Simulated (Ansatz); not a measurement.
# ZrCl radical: geometry and frequencies at several levels

The task, for ZrCl radical: geometry and frequencies at several levels. Spin multiplicity 2.

Method: the levels named in each step, in Ansatz 0.2.0.

**1. The starting structure**

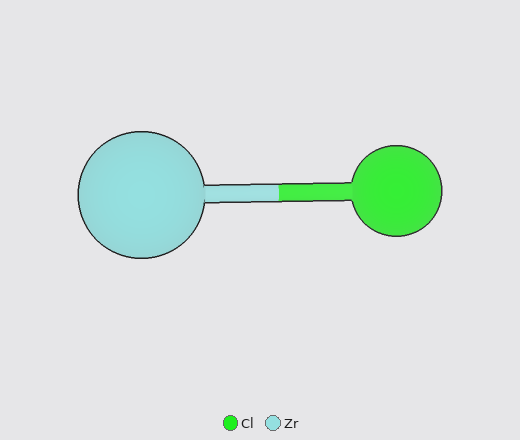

Start, viewed from a chosen angle; chlorine green, zirconium light teal.

Structure file:

```xyz
2

Cl    0.0000    0.0000    0.0000
Zr    0.0000    0.0000    2.6968
```

**2. A rough first relaxation, PBE-D4/def2-SVP**

This run stands in another session on the same molecule. It ended at:

```xyz
2

Cl    0.0000    0.0000    0.1976
Zr    0.0000    0.0000    2.4992
```

**3. Relaxation, HF/def2-SVP**

input.yaml reads:

```yaml
crystal:
  periodic: [false, false, false]
  atoms:
    - { symbol: Cl, position_ang: [-1.0e-08, -1.0e-08, 0.1975558] }
    - { symbol: Zr, position_ang: [1.0e-08, 1.0e-08, 2.4991942] }
magnetization:
  spin_polarized: true
  initial_magnetization: 1
basis:
  gaussian: { orbitals: def2-SVP }
hamiltonian:
  xc: hf
relax:
  f_tol: 0.002
  max_steps: 150
```

Launch:

```sh
$ ansatz run input.yaml --threads 1 --pin off --max-ram 2560MiB --backend cpu --events-out ev --progress --plain --runs-dir out
```

The log of the run, shortened:

```text
Warning: RAYON_NUM_THREADS=1 ignored (pool sized by the plan → 1); use --threads N
[...]
Functional definition: HF
[...]
520 factors; integrals over basis functions are off by at most 1.9e-4 eV
[...]
mean field -13765.69032821 eV, -505.8797888417 hartree, gradient 7.1e-6 eV, S^2 1.400256; 14 other end points of the search recorded, 0 dependent functions left out
[...]
reference -13765.69032821 eV, -505.8797888417 hartree; 15, 14 occupied and 34, 35 virtual orbitals, 520 factors
relax step   1: F+E_penalty+E_count = -13765.69032821 eV  Δ(F+E_penalty+E_count) = +0.000e0 eV  max|allowed force component| = 1.293e0 eV/Å  Δτ_max = 0.0000 Å  (1096 SCF iters, accepted)
[...]
relax step   3: F+E_penalty+E_count = -13765.74217658 eV  Δ(F+E_penalty+E_count) = -1.077e-3 eV  max|allowed force component| = 4.040e-3 eV/Å  Δτ_max = 0.0067 Å  (53 SCF iters, accepted)
[...]
relax step   4: F+E_penalty+E_count = -13765.74217722 eV  Δ(F+E_penalty+E_count) = -6.355e-7 eV  max|allowed force component| = 2.223e-6 eV/Å  Δτ_max = 0.0002 Å  (38 SCF iters, accepted)
520 factors; integrals over basis functions are off by at most 1.2e-4 eV
[...]
mean field -13765.74217722 eV, -505.8816942576 hartree, gradient 6.5e-6 eV, S^2 1.446582; 13 other end points of the search recorded, 0 dependent functions left out
[...]
reference -13765.74217722 eV, -505.8816942576 hartree; 15, 14 occupied and 34, 35 virtual orbitals, 520 factors
Total energy: -13765.74217722 eV, -505.8816942576 hartree
Atom 0 at    -0.000000    -0.000000     0.155113 Å, force     0.000000    -0.000000    -0.000002 eV/Å
Atom 1 at     0.000000     0.000000     2.541637 Å, force    -0.000000     0.000000     0.000002 eV/Å
Dipole moment:    -0.000000     0.000000     0.279544 e Å
```

Run time: 42 s. Hardware: 1 thread of Intel Xeon at 2.50GHz (Skylake/Cascade Lake), shared host; peak memory 0.11 GiB.

Relaxation path:

| step | E - E(step 1) (eV) | largest force component (eV/Å) |
| --- | --- | --- |
| 1 | 0.0000 | 1.2932 |
| 2 | -0.0508 | 0.1635 |
| 3 | -0.0518 | 0.0040 |
| 4 | -0.0518 | 0.0000 |

Step 1 is the start.

Before: Bond lengths: Cl1–Zr2 2.302 Å.

After: Bond lengths: Cl1–Zr2 2.387 Å.

**4. Frequencies, HF/def2-SVP**

input.yaml reads:

```yaml
crystal:
  periodic: [false, false, false]
  atoms:
    - { symbol: Cl, position_ang: [-1.0e-08, -1.0e-08, 0.15511327] }
    - { symbol: Zr, position_ang: [1.0e-08, 1.0e-08, 2.54163673] }
magnetization:
  spin_polarized: true
  initial_magnetization: 1
basis:
  gaussian: { orbitals: def2-SVP }
hamiltonian:
  xc: hf
phonons: {}
```

Launch:

```sh
$ ansatz run input.yaml --threads 1 --pin off --max-ram 2560MiB --backend cpu --events-out ev --progress --plain --runs-dir out
```

The log of the run, shortened:

```text
Warning: RAYON_NUM_THREADS=1 ignored (pool sized by the plan → 1); use --threads N
[...]
Functional definition: HF
[...]
520 factors; integrals over basis functions are off by at most 1.2e-4 eV
[...]
mean field -13765.74217728 eV, -505.8816942598 hartree, gradient 9.2e-6 eV, S^2 1.446582; 9 other end points of the search recorded, 0 dependent functions left out
[...]
reference -13765.74217728 eV, -505.8816942598 hartree; 15, 14 occupied and 34, 35 virtual orbitals, 520 factors
[...]
520 factors; integrals over basis functions are off by at most 1.2e-4 eV
mean field -13765.74217728 eV, -505.8816942598 hartree, gradient 1.3e-6 eV, S^2 1.446583; 0 other end points of the search recorded, 0 dependent functions left out
[...]
reference -13765.74217728 eV, -505.8816942598 hartree; 15, 14 occupied and 34, 35 virtual orbitals, 520 factors
[...]
520 factors; integrals over basis functions are off by at most 1.2e-4 eV
[...]
520 factors; integrals over basis functions are off by at most 1.2e-4 eV
[...]
mean field -13765.74213732 eV, -505.8816927912 hartree, gradient 2.4e-6 eV, S^2 1.447842; 0 other end points of the search recorded, 0 dependent functions left out
[...]
reference -13765.74213732 eV, -505.8816927912 hartree; 15, 14 occupied and 34, 35 virtual orbitals, 520 factors
[...]
520 factors; integrals over basis functions are off by at most 1.2e-4 eV
mean field -13765.74213704 eV, -505.8816927810 hartree, gradient 2.3e-6 eV, S^2 1.445317; 0 other end points of the search recorded, 0 dependent functions left out
[...]
reference -13765.74213704 eV, -505.8816927810 hartree; 15, 14 occupied and 34, 35 virtual orbitals, 520 factors
Total energy: -13765.74217728 eV, -505.8816942598 hartree
Atom 0 at    -0.000000    -0.000000     0.155113 Å, force    -0.000000     0.000000    -0.000001 eV/Å
Atom 1 at     0.000000     0.000000     2.541637 Å, force    -0.000000    -0.000000     0.000001 eV/Å
Dipole moment:     0.000000    -0.000000     0.279544 e Å
Vibrations: 369.71 cm⁻¹, zero-point energy 0.022919 eV
```

It took 30 s on 1 thread of Intel Xeon at 2.50GHz (Skylake/Cascade Lake), shared host; peak memory 0.11 GiB.

Harmonic frequencies (cm⁻¹; negative: imaginary): 370.

**5. Relaxation, LDA/def2-SVP**

input.yaml reads:

```yaml
crystal:
  periodic: [false, false, false]
  atoms:
    - { symbol: Cl, position_ang: [-1.0e-08, -1.0e-08, 0.1975558] }
    - { symbol: Zr, position_ang: [1.0e-08, 1.0e-08, 2.4991942] }
magnetization:
  spin_polarized: true
  initial_magnetization: 1
basis:
  gaussian: { orbitals: def2-SVP }
hamiltonian:
  xc: lda
relax:
  f_tol: 0.002
  max_steps: 150
```

Launch:

```sh
$ ansatz run input.yaml --threads 1 --pin off --max-ram 2560MiB --backend cpu --events-out ev --progress --plain --runs-dir out
```

The log of the run, shortened:

```text
Warning: RAYON_NUM_THREADS=1 ignored (pool sized by the plan → 1); use --threads N
[...]
Functional definition: SPW92
[...]
473 factors; their error is unknown
[...]
mean field -13753.68058227 eV, -505.4384388190 hartree, gradient 2.8e-8 eV, S^2 0.984796; 21 other end points of the search recorded, 0 dependent functions left out
[...]
reference -13753.68061724 eV, -505.4384401039 hartree; 15, 14 occupied and 34, 35 virtual orbitals, 473 factors
relax step   1: F+E_penalty+E_count = -13753.68058227 eV  Δ(F+E_penalty+E_count) = +0.000e0 eV  max|allowed force component| = 8.312e-1 eV/Å  Δτ_max = 0.0000 Å  (791 SCF iters, accepted)
[...]
relax step   3: F+E_penalty+E_count = -13753.70268031 eV  Δ(F+E_penalty+E_count) = -1.265e-3 eV  max|allowed force component| = 3.921e-3 eV/Å  Δτ_max = 0.0060 Å  (62 SCF iters, accepted)
[...]
relax step   4: F+E_penalty+E_count = -13753.70268073 eV  Δ(F+E_penalty+E_count) = -4.248e-7 eV  max|allowed force component| = 3.583e-5 eV/Å  Δτ_max = 0.0001 Å  (51 SCF iters, accepted)
473 factors; their error is unknown
[...]
mean field -13753.70268073 eV, -505.4392509224 hartree, gradient 5.9e-6 eV, S^2 0.941702; 19 other end points of the search recorded, 0 dependent functions left out
[...]
reference -13753.70271562 eV, -505.4392522045 hartree; 15, 14 occupied and 34, 35 virtual orbitals, 473 factors
Total energy: -13753.70271562 eV, -505.4392522045 hartree
Atom 0 at    -0.000000    -0.000000     0.223176 Å, force    -0.000000    -0.000000     0.000036 eV/Å
Atom 1 at     0.000000     0.000000     2.473574 Å, force     0.000000    -0.000000    -0.000036 eV/Å
Dipole moment:    -0.000000     0.000000     0.340718 e Å
```

It took 57 s on 1 thread of Intel Xeon at 2.50GHz (Skylake/Cascade Lake), shared host; peak memory 0.13 GiB.

Step by step:

```csv
step,E - E(step 1) (eV),largest force component (eV/Å)
1,0.0000,0.8312
2,-0.0208,0.2178
3,-0.0221,0.0039
4,-0.0221,0.0000
```

Step 1 is the start.

Before: Bond lengths: Cl1–Zr2 2.302 Å.

After: Bond lengths: Cl1–Zr2 2.250 Å.

**6. Frequencies, LDA/def2-SVP**

input.yaml reads:

```yaml
crystal:
  periodic: [false, false, false]
  atoms:
    - { symbol: Cl, position_ang: [-1.0e-08, -1.0e-08, 0.22317588] }
    - { symbol: Zr, position_ang: [1.0e-08, 1.0e-08, 2.47357412] }
magnetization:
  spin_polarized: true
  initial_magnetization: 1
basis:
  gaussian: { orbitals: def2-SVP }
hamiltonian:
  xc: lda
phonons: {}
```

Launch:

```sh
$ ansatz run input.yaml --threads 1 --pin off --max-ram 2560MiB --backend cpu --events-out ev --progress --plain --runs-dir out
```

The log of the run, shortened:

```text
Warning: RAYON_NUM_THREADS=1 ignored (pool sized by the plan → 1); use --threads N
[...]
Functional definition: SPW92
[...]
473 factors; their error is unknown
[...]
mean field -13753.70268073 eV, -505.4392509224 hartree, gradient 6.0e-7 eV, S^2 0.941702; 21 other end points of the search recorded, 0 dependent functions left out
[...]
reference -13753.70271562 eV, -505.4392522045 hartree; 15, 14 occupied and 34, 35 virtual orbitals, 473 factors
[...]
473 factors; their error is unknown
mean field -13753.70268073 eV, -505.4392509224 hartree, gradient 7.4e-7 eV, S^2 0.941703; 0 other end points of the search recorded, 0 dependent functions left out
[...]
reference -13753.70271562 eV, -505.4392522045 hartree; 15, 14 occupied and 34, 35 virtual orbitals, 473 factors
[...]
473 factors; their error is unknown
[...]
reference -13753.70271562 eV, -505.4392522045 hartree; 15, 14 occupied and 34, 35 virtual orbitals, 473 factors
[...]
473 factors; their error is unknown
mean field -13753.70262433 eV, -505.4392488498 hartree, gradient 5.7e-6 eV, S^2 0.943908; 0 other end points of the search recorded, 0 dependent functions left out
[...]
reference -13753.70265922 eV, -505.4392501320 hartree; 15, 14 occupied and 34, 35 virtual orbitals, 473 factors
[...]
473 factors; their error is unknown
[...]
mean field -13753.70262401 eV, -505.4392488377 hartree, gradient 6.0e-7 eV, S^2 0.939483; 0 other end points of the search recorded, 0 dependent functions left out
[...]
reference -13753.70265889 eV, -505.4392501197 hartree; 15, 14 occupied and 34, 35 virtual orbitals, 473 factors
Total energy: -13753.70271562 eV, -505.4392522045 hartree
Atom 0 at    -0.000000    -0.000000     0.223176 Å, force    -0.000000     0.000000     0.000036 eV/Å
Atom 1 at     0.000000     0.000000     2.473574 Å, force     0.000000    -0.000000    -0.000036 eV/Å
Dipole moment:    -0.000000    -0.000000     0.340719 e Å
Vibrations: 439.28 cm⁻¹, zero-point energy 0.027232 eV
```

It took 40 s on 1 thread of Intel Xeon at 2.50GHz (Skylake/Cascade Lake), shared host; peak memory 0.13 GiB.

Harmonic frequencies (cm⁻¹; negative: imaginary): 439.

**7. Relaxation, PBE-D4/def2-SVP**

input.yaml reads:

```yaml
crystal:
  periodic: [false, false, false]
  atoms:
    - { symbol: Cl, position_ang: [-1.0e-08, -1.0e-08, 0.1975558] }
    - { symbol: Zr, position_ang: [1.0e-08, 1.0e-08, 2.4991942] }
magnetization:
  spin_polarized: true
  initial_magnetization: 1
basis:
  gaussian: { orbitals: def2-SVP }
hamiltonian:
  xc: pbe
  dispersion: d4
relax:
  f_tol: 0.002
  max_steps: 150
```

Launch:

```sh
$ ansatz run input.yaml --threads 1 --pin off --max-ram 2560MiB --backend cpu --events-out ev --progress --plain --runs-dir out
```

The log of the run, shortened:

```text
Warning: RAYON_NUM_THREADS=1 ignored (pool sized by the plan → 1); use --threads N
[...]
Functional definition: PBE
[...]
473 factors; their error is unknown
[...]
mean field -13792.69420501 eV, -506.8721630101 hartree, gradient 8.4e-6 eV, S^2 1.348518; 16 other end points of the search recorded, 0 dependent functions left out
[...]
reference -13792.69424351 eV, -506.8721644251 hartree; 15, 14 occupied and 34, 35 virtual orbitals, 473 factors
relax step   1: F+E_penalty+E_count = -13792.75545498 eV  Δ(F+E_penalty+E_count) = +0.000e0 eV  max|allowed force component| = 1.611e-4 eV/Å  Δτ_max = 0.0000 Å  (642 SCF iters, accepted)
Total energy: -13792.75549348 eV, -506.8744153200 hartree
Atom 0 at    -0.000000    -0.000000     0.197556 Å, force    -0.000001     0.000000    -0.000161 eV/Å
Atom 1 at     0.000000     0.000000     2.499194 Å, force     0.000001    -0.000000     0.000161 eV/Å
Dipole moment:    -0.035099    -0.035187     0.476682 e Å
```

Wall time 40 s (1 thread of Intel Xeon at 2.50GHz (Skylake/Cascade Lake), shared host); peak memory 0.14 GiB.

**8. Frequencies, PBE-D4/def2-SVP**

input.yaml: that of step 7 with these lines changed.

```diff
@@ -13,4 +13,2 @@
   dispersion: d4
-relax:
-  f_tol: 0.002
-  max_steps: 150
+phonons: {}
```

Launch:

```sh
$ ansatz run input.yaml --threads 1 --pin off --max-ram 2560MiB --backend cpu --events-out ev --progress --plain --runs-dir out
```

The log of the run, shortened:

```text
Warning: RAYON_NUM_THREADS=1 ignored (pool sized by the plan → 1); use --threads N
[...]
Functional definition: PBE
[...]
473 factors; their error is unknown
[...]
mean field -13792.69420501 eV, -506.8721630101 hartree, gradient 8.4e-6 eV, S^2 1.348518; 16 other end points of the search recorded, 0 dependent functions left out
[...]
reference -13792.69424351 eV, -506.8721644251 hartree; 15, 14 occupied and 34, 35 virtual orbitals, 473 factors
[...]
473 factors; their error is unknown
mean field -13792.69420501 eV, -506.8721630102 hartree, gradient 2.2e-6 eV, S^2 1.348518; 0 other end points of the search recorded, 0 dependent functions left out
[...]
reference -13792.69424352 eV, -506.8721644252 hartree; 15, 14 occupied and 34, 35 virtual orbitals, 473 factors
[...]
473 factors; their error is unknown
[...]
reference -13792.69424351 eV, -506.8721644252 hartree; 15, 14 occupied and 34, 35 virtual orbitals, 473 factors
[...]
473 factors; their error is unknown
[...]
mean field -13792.69416481 eV, -506.8721615330 hartree, gradient 2.8e-6 eV, S^2 1.350714; 0 other end points of the search recorded, 0 dependent functions left out
[...]
reference -13792.69420333 eV, -506.8721629486 hartree; 15, 14 occupied and 34, 35 virtual orbitals, 473 factors
[...]
473 factors; their error is unknown
mean field -13792.69415522 eV, -506.8721611805 hartree, gradient 1.6e-6 eV, S^2 1.346299; 0 other end points of the search recorded, 0 dependent functions left out
[...]
reference -13792.69419371 eV, -506.8721625950 hartree; 15, 14 occupied and 34, 35 virtual orbitals, 473 factors
Total energy: -13792.75549348 eV, -506.8744153200 hartree
Atom 0 at    -0.000000    -0.000000     0.197556 Å, force    -0.000001     0.000000    -0.000161 eV/Å
Atom 1 at     0.000000     0.000000     2.499194 Å, force     0.000001    -0.000000     0.000161 eV/Å
Dipole moment:    -0.035099    -0.035187     0.476682 e Å
Vibrations: 391.65 cm⁻¹, zero-point energy 0.024279 eV
```

Run time: 72 s. Hardware: 1 thread of Intel Xeon at 2.50GHz (Skylake/Cascade Lake), shared host; peak memory 0.14 GiB.

Harmonic frequencies (cm⁻¹; negative: imaginary): 392.

**9. The levels compared**

| level | Cl1–Zr2 (Å) | rotational constants (MHz) | dipole (D) | highest frequency (cm⁻¹) | CPU time |
| --- | --- | --- | --- | --- | --- |
| HF/def2-SVP | 2.3865 | 3524.5 | 1.34 | 370 | 37 s |
| LDA/def2-SVP | 2.2504 | 3963.7 | 1.64 | 439 | 51 s |
| PBE-D4/def2-SVP | 2.3016 | 3789.2 | 2.30 | 392 | 38 s |

Constants are for the commonest isotopes at the equilibrium geometry; times are CPU times of the relaxations.

**10. Outcome**

| quantity | value |
| --- | --- |
| Cl1–Zr2 at PBE-D4/def2-SVP | 2.302 Å |
| frequencies at PBE-D4/def2-SVP | 392 cm⁻¹ |

In words: The Cl–Zr distance spreads over 0.136 Å, from LDA/def2-SVP (shortest) to HF/def2-SVP. No mode is imaginary, so the geometry is a minimum. <S²> exceeds the pure value by up to 0.70: some mean fields break spin symmetry, which blurs their results. Heavy atoms carry effective core potentials in def2 sets, and spin-orbit coupling is left out.
